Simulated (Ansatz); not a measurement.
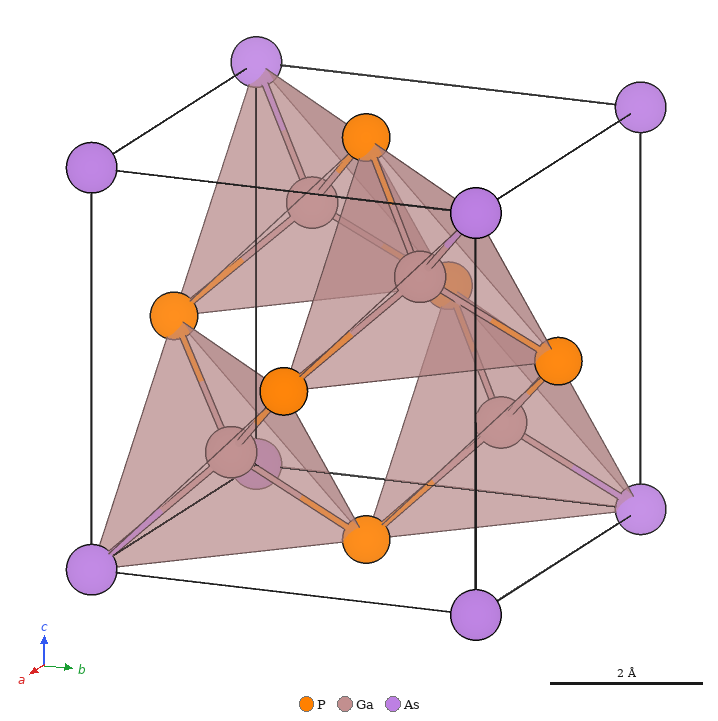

We look at a polyhedral model of the crystal slightly off an axis. The box is the conventional unit cell; atoms on or close to its faces, edges and corners are drawn wherever they repeat.

Ga4AsP3, space group P-43m (No. 215), a = 5.504 Å, b = 5.504 Å, c = 5.504 Å, α = 90.00°, β = 90.00°, γ = 90.00°. Its origin is a structure type filled with these elements by a generator (whether the compound takes this form wasn't checked). Earlier steps of the study, as a rule a relaxation of our own, may have changed the cell and positions, so they can lie some per cent off the listed ones. An electronic-structure calculation with Ansatz was run on it.

This one geometry was computed with Ansatz (DFT, plane waves, PAW) at five levels of theory: r2SCAN, PBE, HSE06, PBE with spin-orbit coupling and PBE0. It was relaxed beforehand with r2SCAN.

> Which level gives the highest pressure at this volume, and what does that say about its equilibrium volume?

Highest: PBE (2.6 GPa) and PBE with spin-orbit coupling (2.5 GPa), which points to the largest equilibrium volume. Lowest, with the smallest volume: r2SCAN (0.0 GPa) and PBE0 (0.4 GPa). Levels within 0.5 GPa of each other can't be told apart.

> How does the band gap change with the level of theory?

PBE with spin-orbit coupling: a gap of 1.25 eV, direct; PBE: a gap of 1.30 eV, direct; r2SCAN: a gap of 1.58 eV, direct; HSE06: a gap of 1.94 eV, direct; PBE0: a gap of 2.59 eV, direct.

> Collect the results in a table.

| level | cutoff (eV) | k-mesh of the run's cell | gap (eV) | pressure (GPa) |
| --- | --- | --- | --- | --- |
| r2SCAN | 500 | 6×6×6 | 1.58 | 0.0 |
| PBE | 420 | 6×6×6 | 1.30 | 2.6 |
| HSE06 | 420 | 4×4×4 | 1.94 | 0.6 |
| PBE with spin-orbit coupling | 420 | 6×6×6 | 1.25 | 2.5 |
| PBE0 | 420 | 4×4×4 | 2.59 | 0.4 |

Gaps are taken on the k-mesh or band path of each run.
